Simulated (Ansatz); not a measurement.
ZrH$_{2}$SF$_{4}$: several calculations on one system

**1. Relaxation**

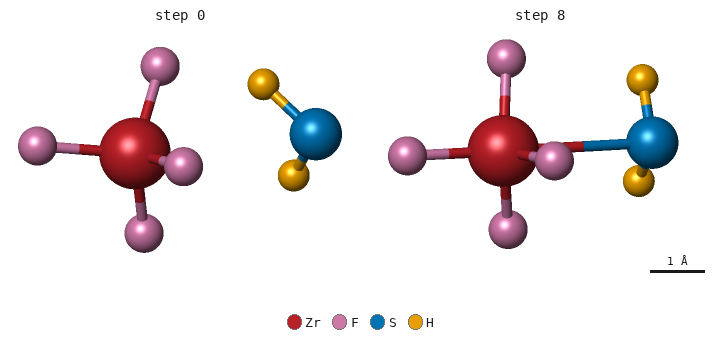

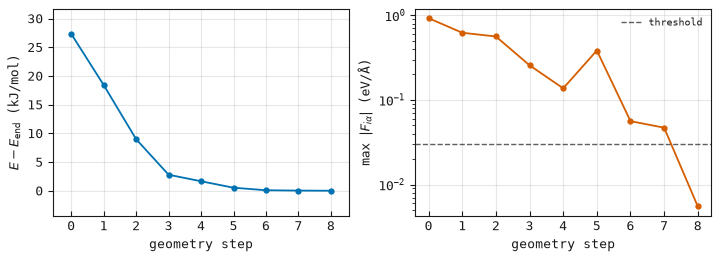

First and last geometry of a relaxation of ZrH₂SF₄, with the history of the run. The picture is a ball-and-stick view, seen at a tilt.

The run prepares an end point of a later path (reaction) calculation, from a guessed geometry.

All numbers below come from Ansatz, RKS PBE0-D4/def2-SVP.

Input
```yaml
crystal:
  periodic: [false, false, false]
  atoms:
    - { symbol: Zr, position_ang: [0.201375, 0.100843, -0.157546] }
    - { symbol: F, position_ang: [-0.038368, -0.028002, 1.77428] }
    - { symbol: F, position_ang: [2.05111, -0.105987, -0.487112] }
    - { symbol: F, position_ang: [-0.281794, 1.778033, -0.88927] }
    - { symbol: F, position_ang: [-0.670567, -1.331114, -1.03975] }
    - { symbol: S, position_ang: [-3.246193, 0.084728, 1.292743] }
    - { symbol: H, position_ang: [-3.346675, -1.216778, 0.929829] }
    - { symbol: H, position_ang: [-2.138289, -0.154522, 2.081126] }
basis:
  gaussian: { orbitals: def2-SVP }
hamiltonian:
  xc: pbe0
  dispersion: d4
relax:
  f_tol: 0.03
  max_steps: 50
```

Run as
```bash
ansatz run input.yaml --threads 2 --pin off --max-ram 3072MiB --backend cpu --events-out ev --progress --plain --runs-dir out
```

Q: Read the history and describe the run.

A: It converged. The energy falls by 27.3 kJ/mol in 8 geometry steps. Largest force component: 0.93 eV/Å at the start, 0.0055 eV/Å at the end. The largest move after the best rigid fit is that of S6, 0.56 Å. By element the largest moves are S 0.56 Å, H 0.38 Å, F 0.30 Å, Zr 0.21 Å. Near-neighbour distances that change, for instance: Zr1–S6 3.740 → 3.003 Å, Zr1–F2 1.951 → 1.912 Å, S6–H8 1.381 → 1.351 Å, Zr1–F5 1.894 → 1.912 Å. New bonds form, among them: Zr1–S6 (3.74 → 3.00 Å). Bond angles that change, for instance: F2–Zr1–F5 110.8° → 115.9°, F2–Zr1–F3 106.6° → 101.6°, F4–Zr1–F5 111.9° → 116.2°.

**2. Relaxation**

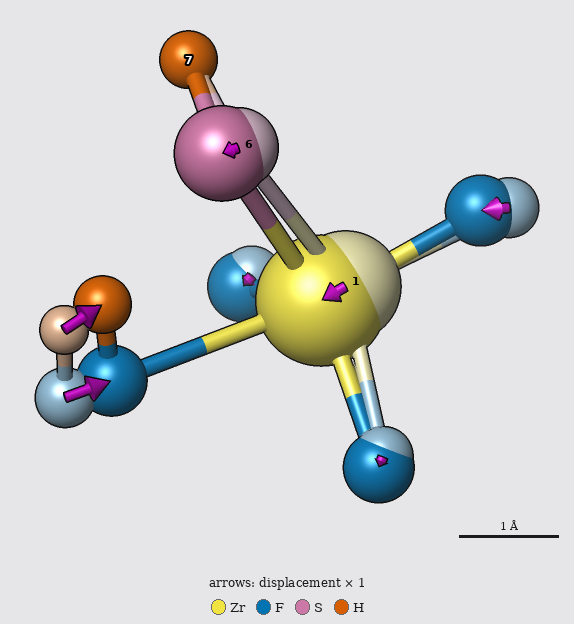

A relaxation of ZrH2SF4. The starting structure is drawn faded, the final one solid; purple arrows show the displacements, at their true length. The two geometries are superimposed by the best rigid fit.

The picture is a ball-and-stick view, seen at a tilt.

The run prepares an end point of a later path (reaction) calculation, from a guessed geometry.

Computed with Ansatz 0.2.0, RKS PBE0-D4/def2-SVP. Set-up: no spin polarisation; force threshold 0.03 eV/Å; at most 50 steps.

Question: Describe the change and its energy.

Answer: The largest move after the best rigid fit is that of an F atom, 0.52 Å. Largest moves by element: F 0.52 Å, H 0.49 Å, Zr 0.29 Å, S 0.18 Å. Near-neighbour distances that change, for instance: F–Zr 3.168 → 2.367 Å, H–Zr 3.218 → 2.529 Å, H–S 2.594 → 2.052 Å, F–H 0.927 → 0.973 Å. New bonds form, among them: F–Zr (3.17 → 2.37 Å). Among the angles between lasting bonds that change: F–Zr–S 106.6° → 99.7°, F–Zr–S 111.0° → 115.7°, F–Zr–F 104.6° → 100.3°. After 8 accepted moves (9 points after the start) the energy has fallen by 33.3 kJ/mol. Largest force component: 0.65 eV/Å at the start, 0.02 eV/Å at the end. The line search rejected the trial step at point 5 of the run. Cost: 29 s on 2 threads of Intel(R) Xeon(R) 6975P-C (Granite Rapids), with other jobs on the host, peak memory 0.3 GiB.

Limits of the set-up: the start holds two separate molecules, 2.6 Å apart at their closest, whose relative position is a soft coordinate.

**3. Path**

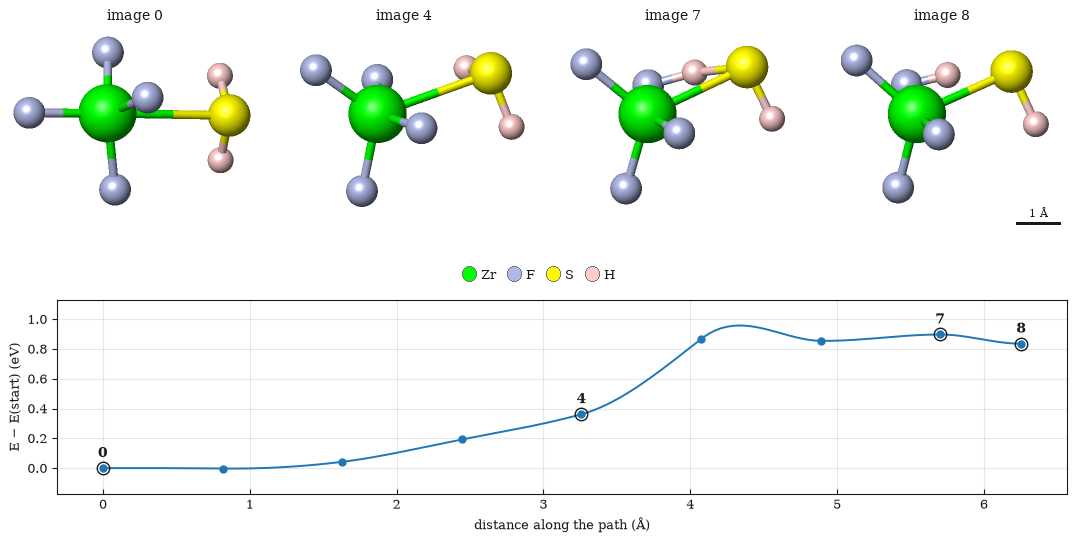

A nudged-elastic-band calculation for ZrH₂SF₄. Images are numbered from 0 (start) to 8 (end). Style: ball-and-stick. Shown at a tilt.

Level of theory: RKS PBE0-D4/def2-SVP (Ansatz). Settings: 7 movable images; climbing image; force threshold 0.05 eV/Å; iteration limit 53; starting path through a guess of the saddle point.

> What happens along the path, and what is the barrier?

Forward barrier 0.90 eV, backward barrier 0.06 eV, with image 7 at the top; the reaction energy is +0.83 eV. The path has more than one stage, and so few images may leave a stage unresolved. Breaking: H–S (1.35 → 2.05 Å). Forming: F–H (2.74 → 0.97 Å). The band converged in 26 iterations. The largest component of the band force went from 4.1 to 0.048 eV/Å. The climbing image converged on the top of the path. Its vibrational analysis gives one imaginary mode (377i cm⁻¹), as a transition state must have.

The run took 7.1 min on 2 threads of Intel(R) Xeon(R) 6975P-C (Granite Rapids), with other jobs on the host, peak memory 0.31 GiB.
